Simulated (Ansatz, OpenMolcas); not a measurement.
# Predicting a hybrid from its neighbours: BrF (bromine fluoride)

BrF has 2 atoms, charge 0, and is taken as a singlet. As SMILES, `FBr`. Geometry: relaxed at PBE0-D4/def2-TZVP.

The electronic atomisation energy y, in eV, basis cc-pVTZ; a is the functional's share of exact exchange. Programs: Ansatz 0.2.0, OpenMolcas 26.06.

```
functional     program     a  y (eV)
    r2SCAN      Ansatz     0    2.70
      TPSS  OpenMolcas     0    2.90
     B3LYP      Ansatz   0.2    2.64
      PBE0      Ansatz  0.25    2.62
   r2SCAN0      Ansatz  0.25       ?
     BHLYP      Ansatz   0.5    2.06
```

Question: Fit y = c + s·a to the known rows and predict r2SCAN0.

Answer: 
1. Means of the 5 rows: a = 0.1900, y = 2.584.
2. Σ(Δa)² = 0.172, Σ(Δa·Δy) = -0.2418, so the slope is -0.2418/0.172 = -1.4058.
3. Intercept: 2.584 − (-1.4058) × 0.1900 = 2.851. The largest residual of the fit is 0.15.
4. r2SCAN0: 2.851 + (-1.4058) × 0.25 = 2.50 eV.

The run gave 2.31 eV, so the prediction is off by +0.19 eV, about the largest residual. The rows mix families of semi-local functionals, which the line can't see. Spin-orbit coupling is left out.

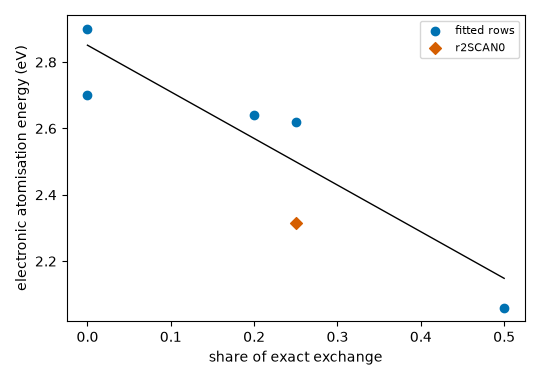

The fitted line, with the withheld row.
